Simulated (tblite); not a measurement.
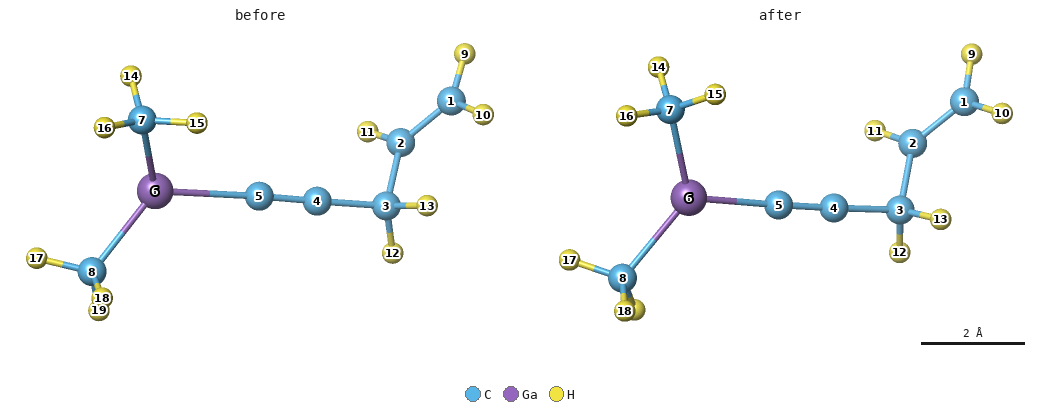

The structure of C7H11Ga before (left) and after (right) a relaxation, at one scale.

Style: ball-and-stick. Shown at a tilt.

These are results of tblite, GFN2-xTB geometry optimisation, gas phase, not measurements. 

Question: Summarise the run.

Answer: Over 100 geometry steps the energy falls by 100.7 kJ/mol. The largest move after the best rigid fit is that of H15, 0.60 Å. Largest moves by element: H 0.60 Å, Ga 0.54 Å, C 0.36 Å. Among the contacts that change: C5–Ga6 2.170 → 1.972 Å, C3–H13 1.137 → 1.094 Å, Ga6–C7 2.072 → 2.036 Å, C3–H12 1.124 → 1.096 Å. Bond angles that change, for instance: C7–Ga6–C8 104.9° → 125.4°, Ga6–C7–H15 93.4° → 111.0°, Ga6–C7–H14 95.5° → 111.0°. The run took 0.75 s on 1 thread of Intel(R) Xeon(R) Platinum 8488C (shared host).
